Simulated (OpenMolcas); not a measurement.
# Run report: Pt²⁺ complex, multiconfigurational calculation

System: Pt²⁺ with 6 ligands (O; octahedron, 2.18 Å), neutralised by 6 outer point charges of +1.7 e, whose field is part of the energies.
Method: state-averaged CASSCF, active space 8 electrons in the shell 5d, basis ANO-RCC-VDZP on the metal and ANO-RCC-VDZP on the ligands, DKH2 scalar Hamiltonian, spin-orbit coupling by RASSI with atomic mean-field integrals (OpenMolcas).

### Key numbers

- outcome: converged
- energy of the lowest spin-free term: −18849.93362 hartree
- energy of the lowest spin-orbit level: −18849.94876 hartree
- largest spread among components of a term: 0.0 cm⁻¹
- hardware: 1 thread of Arm Neoverse V1, 24 GiB of memory available, shared host
- wall time: 25 s
- peak memory: 0.61 GiB

### Remarks

Without dynamic correlation the splittings between terms come out too large, often by 20 to 50 %. Caveats: bare point charges leave oxide and sulfide ligands too diffuse, field too small; distances are set from ionic radii, not optimised.

### Input
```
&GATEWAY
Coord
7

Pt 0.0 0.0 0.0
O 2.180000 0.000000 0.000000
O 0.000000 2.180000 0.000000
O -2.180000 0.000000 0.000000
O 0.000000 -2.180000 0.000000
O 0.000000 0.000000 2.180000
O 0.000000 0.000000 -2.180000
Basis=Pt.ANO-RCC-VDZP,O.ANO-RCC-VDZP
Group=XYZ
NoMove
AngMom=0.0 0.0 0.0
AMFI
RICD
XField
3 Angstrom 0
4.580000 0.000000 0.000000 1.666667
0.000000 4.580000 0.000000 1.666667
0.000000 0.000000 4.580000 1.666667
&SEWARD
&RASSCF
FileOrb=start.orb
Symmetry=1
Spin=3
nActEl=8 0 0
Inactive=30 34
Ras2=5 0
CIRoot=10 10 1
SDav=10
CIMx=300
Iter=150 100
PrWF=0.3
OrbListing=Nothing
MaxOrb=0
LevShft=1.0
>>> COPY $Project.JobIph JOB001
&RASSCF
FileOrb=start.orb
Symmetry=1
Spin=1
nActEl=8 0 0
Inactive=30 34
Ras2=5 0
CIRoot=15 15 1
SDav=15
CIMx=300
Iter=150 100
PrWF=0.3
OrbListing=Nothing
MaxOrb=0
LevShft=1.0
>>> COPY $Project.JobIph JOB002
&RASSI
NrOfJobIphs=2 10 15
1 2 3 4 5 6 7 8 9 10
1 2 3 4 5 6 7 8 9 10 11 12 13 14 15
IphNames
JOB001
JOB002
EJob
SpinOrbit
DIPRint=1.0
SOCoupling=1000.0
Subsets=2
Property=9
'ANGMOM' 1 'ANGMOM' 2 'ANGMOM' 3 'MLTPL  1' 1 'MLTPL  1' 2 'MLTPL  1' 3
'AMFI' 1 'AMFI' 2 'AMFI' 3
SOProperty=3
'ANGMOM' 1 'ANGMOM' 2 'ANGMOM' 3
```

The file start.orb holds starting orbitals from an earlier step. A driver script formed the levels outside the program, from RASSI's spin-orbit matrix and the active-space energies, averaged over the components of each term or state.

Command:
```bash
OMP_NUM_THREADS=1 MOLCAS_MEM=2457 MOLCAS_PROJECT=a pymolcas a.inp > a.log  # once for each step of the input, in one work folder
```

### Log (extracts)
```
--- SEWARD ---
Basis set label: PT.ANO-RCC...7S6P4D2F.

      Electronic valence basis set:
      ------------------
      Associated Effective Charge  78.000000 au
      Associated Actual Charge     78.000000 au
      Nuclear Model: Point charge

      Shell  nPrim  nBasis  Cartesian Spherical Contaminant
         s      24       7        X
         p      21       6        X
         d      15       4                 X
         f      11       2                 X
                  Relativistic Douglas-Kroll-Hess integrals:
                    - DKH order of Hamiltonian: 2
                    - DKH order of Properties : 0
                  Atomic mean-field integrals
--- RASSCF ---
Wave function specifications:
      -----------------------------

      Number of closed shell electrons         128
      Number of electrons in active shells       8
      Max number of holes in RAS1 space          0
      Max nr of electrons in RAS3 space          0
      Number of inactive orbitals               64
      Number of active orbitals                  5
      Number of secondary orbitals              74
      Spin quantum number                      1.0
      State symmetry                             1
Orbital specifications:
      -----------------------

      Symmetry species                           1   2
                                                ag  au
      Frozen orbitals                            0   0
      Inactive orbitals                         30  34
      Active orbitals                            5   0
      RAS1 orbitals                              0   0
      RAS2 orbitals                              5   0
      RAS3 orbitals                              0   0
      Secondary orbitals                        34  40
      Deleted orbitals                           0   0
      Number of basis functions                 69  74
      Number of CSFs                            10
      Number of root(s) required                10
      Iter CI   SX   CI       RASSCF       Energy    max ROT     max BLB   max BLB  Level Ln srch  Step   QN
          iter iter root      energy       change     param      element    value   shift minimum  type update
 Nr of preliminary CI iterations:   1
      Total energies have been shifted. Add               -18000.00 au
        1   1   10    0  -846.19302572    0.00E+00  -9.48E-02   29  63 1 -6.84E-01*  1.15   0.00    SX    NO
        2   1   12    0  -848.73969820   -2.55E+00* -8.32E-02   22  49 2 -3.82E-01*  0.91   0.00    SX    NO
        3   1   12    0  -849.58145633   -8.42E-01*  4.49E-02   22  49 2 -1.51E-01*  0.80   0.00    SX    NO
        4   1   12    0  -849.74023906   -1.59E-01*  2.43E-02   27  61 1  6.61E-02*  0.78   0.00    SX    NO
        5   1   11    0  -849.79743836   -5.72E-02*  2.76E-02   18  42 1 -5.27E-02*  0.79   2.50    LS   YES
        6   1   11    0  -849.83475843   -3.73E-02*  1.70E-02   18  42 1 -3.73E-02*  0.80   1.72    LS   YES
        7   1   11    0  -849.84265083   -7.89E-03* -1.52E-02   27  61 1 -4.34E-02*  0.81   1.18    QN   YES
        8   1   10    0  -849.85237344   -9.72E-03* -1.84E-02   27  61 1 -2.34E-02*  0.80   2.38    LS   YES
        9   1   10    0  -849.85722175   -4.85E-03* -4.14E-03   20  48 2 -1.53E-02*  0.80   1.14    QN   YES
       10   1   10    0  -849.85904675   -1.83E-03*  2.82E-03   20  48 2 -4.89E-03*  0.80   1.38    QN   YES
       11   1    9    0  -849.85946667   -4.20E-04*  1.71E-03   26  59 2 -2.88E-03*  0.80   1.33    QN   YES
       12   1    9    0  -849.85955370   -8.70E-05* -7.35E-04   17  44 1 -1.21E-03*  0.80   1.31    QN   YES
       13   1    8    0  -849.85956942   -1.57E-05*  2.61E-04   21  42 2  4.42E-04*  0.80   1.26    QN   YES
       14   1    7    0  -849.85957215   -2.72E-06*  1.57E-04   18  36 1 -2.53E-04*  0.80   1.35    QN   YES
       15   1    7    0  -849.85957281   -6.67E-07*  9.17E-05   18  36 1 -1.30E-04*  0.80   1.35    QN   YES
       16   1    6    0  -849.85957297   -1.58E-07* -4.39E-05   18  43 1  6.33E-05   0.80   1.36    QN   YES
       17   1    6    0  -849.85957301   -3.62E-08* -1.40E-05   21  42 2 -2.55E-05   0.80   1.28    QN   YES
       18   1    5    0  -849.85957301   -5.98E-09   5.31E-06   20  48 2  6.49E-06   0.80   1.26    QN   YES
      Convergence after 18 iterations
       19   1    5    0  -849.85957301   -6.98E-10   5.31E-06   22  42 2  3.22E-06   0.80   1.26    QN   YES
      Natural orbitals and occupation numbers for root  1
      sym 1:   2.000000   2.000000   1.000000   1.000000   2.000000
      Natural orbitals and occupation numbers for root  2
      sym 1:   2.000000   1.000066   1.999934   1.000066   1.999934
      Natural orbitals and occupation numbers for root  3
      sym 1:   2.000000   1.999572   1.999572   1.000428   1.000428
::    RASSCF root number  1 Total energy: -18849.93361969
::    RASSCF root number  2 Total energy: -18849.88537483
::    RASSCF root number  3 Total energy: -18849.88537483
::    RASSCF root number  4 Total energy: -18849.88537483
::    RASSCF root number  5 Total energy: -18849.85771251
::    RASSCF root number  6 Total energy: -18849.85771251
::    RASSCF root number  7 Total energy: -18849.85771251
::    RASSCF root number  8 Total energy: -18849.81094947
::    RASSCF root number  9 Total energy: -18849.81094947
::    RASSCF root number 10 Total energy: -18849.81094947
--- RASSCF ---
Wave function specifications:
      -----------------------------

      Number of closed shell electrons         128
      Number of electrons in active shells       8
      Max number of holes in RAS1 space          0
      Max nr of electrons in RAS3 space          0
      Number of inactive orbitals               64
      Number of active orbitals                  5
      Number of secondary orbitals              74
      Spin quantum number                      0.0
      State symmetry                             1
Orbital specifications:
      -----------------------

      Symmetry species                           1   2
                                                ag  au
      Frozen orbitals                            0   0
      Inactive orbitals                         30  34
      Active orbitals                            5   0
      RAS1 orbitals                              0   0
      RAS2 orbitals                              5   0
      RAS3 orbitals                              0   0
      Secondary orbitals                        34  40
      Deleted orbitals                           0   0
      Number of basis functions                 69  74
      Number of CSFs                            15
      Number of root(s) required                15
      Iter CI   SX   CI       RASSCF       Energy    max ROT     max BLB   max BLB  Level Ln srch  Step   QN
          iter iter root      energy       change     param      element    value   shift minimum  type update
 Nr of preliminary CI iterations:   1
      Total energies have been shifted. Add               -18000.00 au
        1   1    8    0  -849.80526952    0.00E+00  -1.06E-02   33  39 1 -4.86E-03*  0.84   0.00    SX    NO
        2   1    8    0  -849.80564764   -3.78E-04* -6.69E-03   24  33 1  2.90E-03*  0.83   0.00    SX    NO
        3   1    8    0  -849.80579207   -1.44E-04*  4.01E-03   24  33 1  1.74E-03*  0.83   0.00    SX    NO
        4   1    7    0  -849.80585062   -5.85E-05* -2.48E-03   24  33 1  1.08E-03*  0.83   0.00    SX    NO
        5   1    7    0  -849.80587494   -2.43E-05* -3.66E-03   33  43 1  6.72E-04*  0.83   2.50    LS   YES
        6   1    7    0  -849.80589186   -1.69E-05* -6.83E-04   33  43 1  3.13E-04*  0.83   1.25    QN   YES
        7   1    7    0  -849.80589293   -1.08E-06*  1.43E-04   33  43 1  1.21E-04*  0.83   1.12    QN   YES
        8   1    6    0  -849.80589310   -1.65E-07*  1.13E-04   22  36 1 -7.58E-05   0.83   1.79    LS   YES
        9   1    6    0  -849.80589314   -4.11E-08* -2.02E-04   17  38 2 -7.56E-05   0.83   1.01    QN   YES
       10   1    6    0  -849.80589319   -4.79E-08*  6.58E-05   22  42 1 -4.72E-05   0.83   1.26    QN   YES
       11   1    5    0  -849.80589320   -8.56E-09  -2.03E-05   22  42 1 -2.76E-05   0.83   1.34    QN   YES
      Convergence after 11 iterations
       12   1    5    0  -849.80589320   -2.89E-09  -2.03E-05   22  42 1 -1.13E-05   0.83   1.34    QN   YES
      Natural orbitals and occupation numbers for root  1
      sym 1:   1.993949   1.997484   1.012469   1.983629   1.012469
      Natural orbitals and occupation numbers for root  2
      sym 1:   1.989426   1.985891   1.012469   1.999745   1.012469
      Natural orbitals and occupation numbers for root  3
      sym 1:   1.929938   1.929938   1.105094   1.929938   1.105093
::    RASSCF root number  1 Total energy: -18849.88139655
::    RASSCF root number  2 Total energy: -18849.88139655
::    RASSCF root number  3 Total energy: -18849.84512979
::    RASSCF root number  4 Total energy: -18849.83156842
::    RASSCF root number  5 Total energy: -18849.83156842
::    RASSCF root number  6 Total energy: -18849.83156842
::    RASSCF root number  7 Total energy: -18849.81593421
::    RASSCF root number  8 Total energy: -18849.81593420
::    RASSCF root number  9 Total energy: -18849.81593420
::    RASSCF root number 10 Total energy: -18849.77247795
::    RASSCF root number 11 Total energy: -18849.77247795
::    RASSCF root number 12 Total energy: -18849.77101711
::    RASSCF root number 13 Total energy: -18849.77101711
::    RASSCF root number 14 Total energy: -18849.77101711
::    RASSCF root number 15 Total energy: -18849.67995999
--- RASSI ---
SPIN-FREE ENERGIES:
  (Shifted by EMIN (a.u.) =     -18849.9336196935)

 SF State       Relative EMIN(au)   Rel lowest level(eV)    D:o, cm**(-1)

     1             0.0000000000        0.0000000000              0.0000
     2             0.0482448638        1.3128096240          10588.5237
     3             0.0482448638        1.3128096240          10588.5237
     4             0.0482448638        1.3128096240          10588.5237
    11             0.0522231395        1.4210640194          11461.6543
    12             0.0522231408        1.4210640563          11461.6546
     5             0.0759071813        2.0655396285          16659.7006
     6             0.0759071813        2.0655396285          16659.7006
     7             0.0759071818        2.0655396420          16659.7007
    13             0.0884898988        2.4079328150          19421.2879
    14             0.1020512716        2.7769565671          22397.6652
    15             0.1020512716        2.7769565671          22397.6652
    16             0.1020512730        2.7769566053          22397.6655
    17             0.1176854884        3.2023852816          25828.9792
    18             0.1176854884        3.2023852816          25828.9792
    19             0.1176854890        3.2023852965          25828.9793
     9             0.1226702201        3.3380267406          26923.0013
     8             0.1226702201        3.3380267406          26923.0013
    10             0.1226702201        3.3380267406          26923.0013
    20             0.1611417472        4.3848903231          35366.5256
    21             0.1611417472        4.3848903231          35366.5256
    22             0.1626025877        4.4246418181          35687.1430
    23             0.1626025877        4.4246418181          35687.1430
    24             0.1626025877        4.4246418181          35687.1430
    25             0.2536597058        6.9024322305          55671.8704
     Dipole printing threshold changed to   1.00000000E+00
Eigenvalues of complex Hamiltonian:
   -----------------------------------
  (Shifted by EMIN (a.u.) =     -18849.9336196935)

 SO State       Relative EMIN(au)   Rel lowest level(eV)    D:o, cm**(-1)

     1            -0.0151392529        0.0000000004              0.0000
     2            -0.0151392529        0.0000000000              0.0000
     3            -0.0151392529        0.0000000007              0.0000
     4             0.0179933883        0.9015850978           7271.7742
     5             0.0179933887        0.9015851075           7271.7743
     6             0.0289541040        1.1998413647           9677.3732
     7             0.0289541042        1.1998413695           9677.3733
     8             0.0289541042        1.1998413704           9677.3733
     9             0.0378164168        1.4409971826          11622.4261
    10             0.0378164172        1.4409971932          11622.4262
    11             0.0415098865        1.5415016133          12433.0490
    12             0.0480835420        1.7203798916          13875.7996
    13             0.0480835419        1.7203798898          13875.7996
    14             0.0480835421        1.7203798947          13875.7996
    15             0.0582752551        1.9977105320          16112.6221
    16             0.0744204499        2.4370436648          19656.0828
    17             0.0744204502        2.4370436716          19656.0828
    18             0.0744204503        2.4370436766          19656.0829
    19             0.0840036744        2.6978164886          21759.3574
    20             0.0840036743        2.6978164861          21759.3574
    21             0.0840036749        2.6978165029          21759.3575
    22             0.0888348795        2.8292802753          22819.6844
    23             0.0888348794        2.8292802728          22819.6844
    24             0.0888348795        2.8292802767          22819.6844
    25             0.0954696143        3.0098206066          24275.8403
    26             0.1044012325        3.2528623208          26236.1040
    27             0.1044012327        3.2528623246          26236.1040
    28             0.1200652839        3.6791028715          29673.9659
    29             0.1200652839        3.6791028720          29673.9659
    30             0.1200652843        3.6791028832          29673.9660
    31             0.1241622121        3.7905859679          30573.1377
    32             0.1281060184        3.8979024047          31438.7031
    33             0.1281060185        3.8979024077          31438.7031
    34             0.1310375245        3.9776727487          32082.0943
    35             0.1310375245        3.9776727491          32082.0943
    36             0.1310375246        3.9776727527          32082.0944
    37             0.1418467238        4.2718060459          34454.4394
    38             0.1418467238        4.2718060463          34454.4394
    39             0.1418467241        4.2718060556          34454.4394
    40             0.1718700961        5.0887836268          41043.8079
    41             0.1718700962        5.0887836288          41043.8079
Weights of the five most important spin-orbit-free states for each spin-orbit state.

 SO State  Total energy (au)           Spin-free states, spin, and weights
 -------------------------------------------------------------------------------------------------------
    1        -0.015139       1 1.0  0.8184    4 1.0  0.0779    3 1.0  0.0778   16 0.0  0.0148   22 0.0  0.0046
    2        -0.015139       1 1.0  0.8184    4 1.0  0.0779    2 1.0  0.0778   15 0.0  0.0147   24 0.0  0.0046
    3        -0.015139       1 1.0  0.8184    2 1.0  0.0779    3 1.0  0.0779   14 0.0  0.0148   23 0.0  0.0046
    4         0.017993       4 1.0  0.3698   11 0.0  0.2866    3 1.0  0.2769   10 1.0  0.0195    7 1.0  0.0152
    5         0.017993       2 1.0  0.4289   12 0.0  0.2866    3 1.0  0.1587    4 1.0  0.0659    8 1.0  0.0193
    6         0.028954       2 1.0  0.3519    3 1.0  0.3519    6 1.0  0.1161    7 1.0  0.1161   19 0.0  0.0409
    7         0.028954       4 1.0  0.3519    2 1.0  0.3516    5 1.0  0.1161    7 1.0  0.1160   17 0.0  0.0409
    8         0.028954       4 1.0  0.3519    3 1.0  0.3516    5 1.0  0.1161    6 1.0  0.1160   18 0.0  0.0408
    9         0.037816      11 0.0  0.4180    7 1.0  0.2846    6 1.0  0.0930    4 1.0  0.0585    5 1.0  0.0523
   10         0.037816      12 0.0  0.4180    5 1.0  0.2343    6 1.0  0.1936    2 1.0  0.0711    3 1.0  0.0232
   11         0.041510       7 1.0  0.2591    5 1.0  0.2591    6 1.0  0.2591   13 0.0  0.1916    8 1.0  0.0100
   12         0.048084       4 1.0  0.2914    3 1.0  0.2913   16 0.0  0.1169    1 1.0  0.1038    5 1.0  0.0752
```

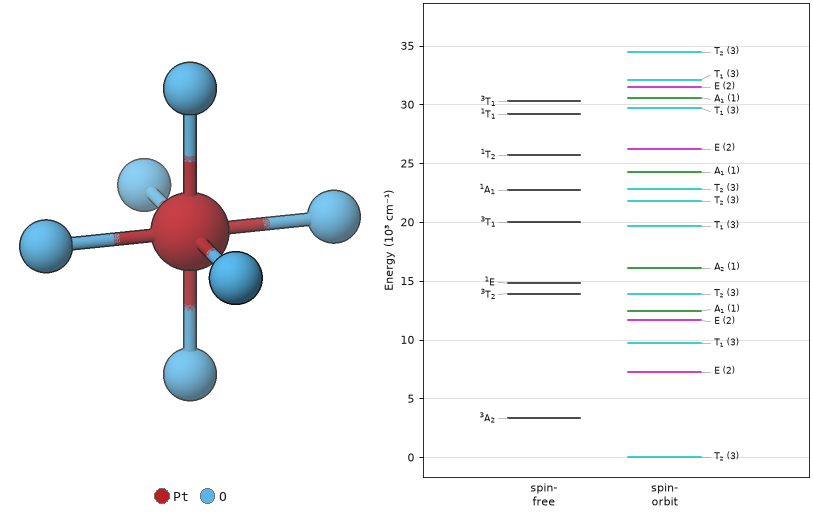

Fig. 1: Pt²⁺ (5d⁸) with 6 ligands, O²⁻, at 2.18 Å (arrangement: octahedron, Oh), neutralised by outer point charges of +1.7 e, and its levels. Labels give the representation in O, Td, D4 or D3 as the site allows (double group for half-integer spin) where it could be assigned and, in brackets, the degeneracy; spin-free states, where drawn, share the zero of the spin-orbit levels. The ground level is T₂, 3-fold degenerate, 98 % from states of spin multiplicity 3. The next level lies at 7,270 cm⁻¹ (E). The lowest spin-free state is ³A₂; of the same spin there follow at 10,600 cm⁻¹ (³T₂), 16,700 cm⁻¹ (³T₁) and 26,900 cm⁻¹ (³T₁) above it. The active orbitals hold 86 to 95 % metal character (Löwdin), and the Mulliken charge of the metal is +2.00.
